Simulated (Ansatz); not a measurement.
Method: PBE (plane waves to 420 eV, PAW; Ansatz, a first-principles code).

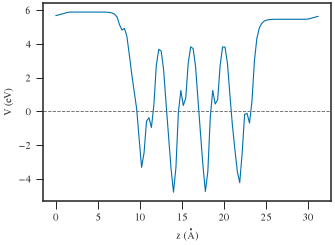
Figure. Plane-averaged electrostatic potential energy along the normal, in eV from the highest filled level, for a constructed model of the (111)B surface of zinc-blende CdTe, Te-terminated, 2x2 Mg adatom at H3 (bottom of the slab: 2 H on 4 bottom sites)

Slab: 35 atoms, 15.3 Å thick at the start with caps and adatoms; k 3x3x1, smearing 0.025 eV, dipole-corrected; 8 atoms held, the rest relaxed; symmetry of the start imposed; no spin, no spin-orbit, no U. In PBE it is, or lies within 0.01 eV a 1x1 cell of, the lowest of the 2 structures of its composition computed so far; subsurface sites and larger cells were not tried.

The vacuum level lies 5.47 eV above the highest filled level over the top face and 5.89 eV above it under the bottom face.
